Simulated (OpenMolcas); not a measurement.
**AlSi2H5O (SMILES [SiH3][Al]1[O][SiH2]1): the dipole moment, rung by rung**

AlSi2H5O has 9 atoms, charge 0, and is taken as a singlet. SMILES: `[SiH3][Al]1[O][SiH2]1`. Geometry: relaxed at PBE0-D4/def2-TZVP.

Quantity: the dipole moment, in D. The values are calculated.

```tsv
level	kind	program	value (D)
HF/6-31G* (spherical functions)	Hartree–Fock	OpenMolcas	2.36
SVWN5/6-31G* (spherical functions)	LDA	OpenMolcas	1.74
BLYP/6-31G* (spherical functions)	GGA	OpenMolcas	1.72
revPBE/6-31G* (spherical functions)	GGA	OpenMolcas	1.70
TPSS/6-31G* (spherical functions)	meta-GGA	OpenMolcas	1.74
BHLYP/6-31G* (spherical functions)	global hybrid	OpenMolcas	2.14
M06-2X/6-31G* (spherical functions)	hybrid meta-GGA	OpenMolcas	1.97
PBE0/6-31G* (spherical functions)	global hybrid	OpenMolcas	1.92
```

The values span 1.70 to 2.36 D. Magnitudes only.

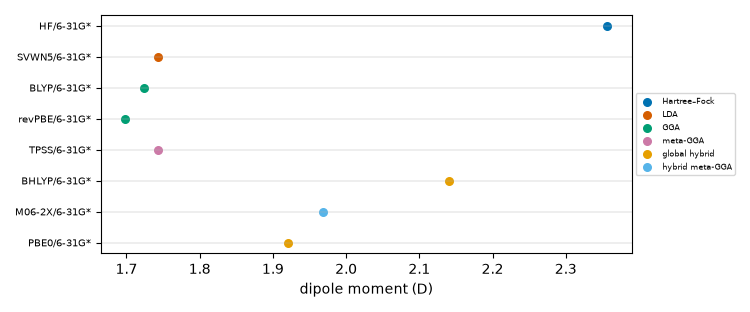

The values of the table, level by level.
